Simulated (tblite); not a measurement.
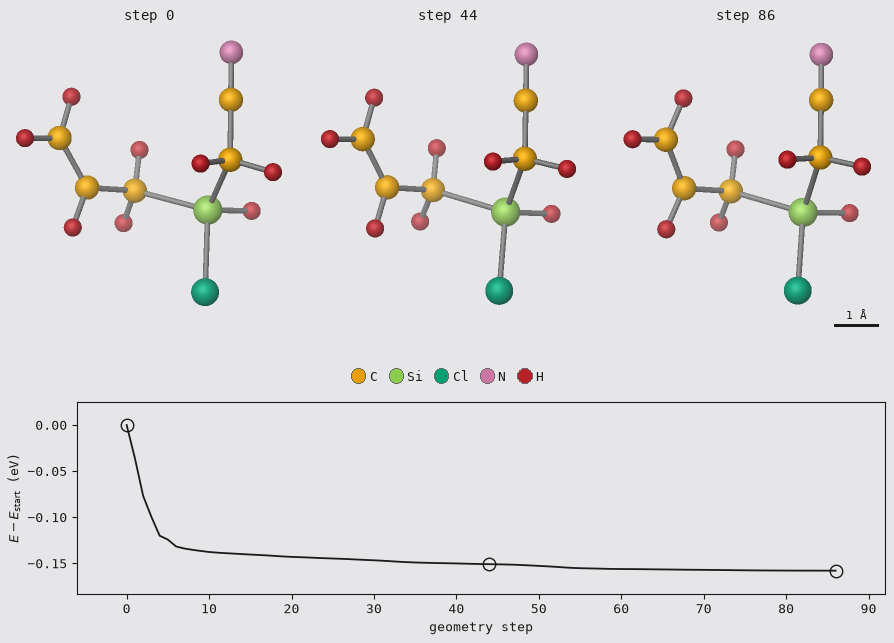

Frames of a relaxation of C₅H₈ClNSi, marked on the history of the run. The picture is a ball-and-stick view, seen at a tilt.

These are results of GFN2-xTB geometry optimisation, gas phase in tblite, not measurements. 

> What happens along the run?

The energy falls by 0.158 eV in 86 geometry steps. The largest move after the best rigid fit is that of an H atom, 0.47 Å. By element the largest moves are H 0.47 Å, C 0.28 Å, N 0.21 Å, Cl 0.13 Å, Si 0.06 Å. Among the contacts that change: C–Si 1.867 → 1.922 Å, C–C 1.355 → 1.321 Å, C–C 1.461 → 1.429 Å, Cl–Si 2.052 → 2.022 Å. Bond angles that change, for instance: C–C–Si 115.6° → 111.3°, C–Si–C 111.7° → 107.9°, Cl–Si–H 106.4° → 109.3°. Cost: 0.72 s on 1 thread of Arm Neoverse V1, on a shared host. From step 0 to 44: an H atom moves most (0.19 Å), energy −0.151 eV. From step 44 to 86: an H atom moves most (0.33 Å), energy −0.007 eV.
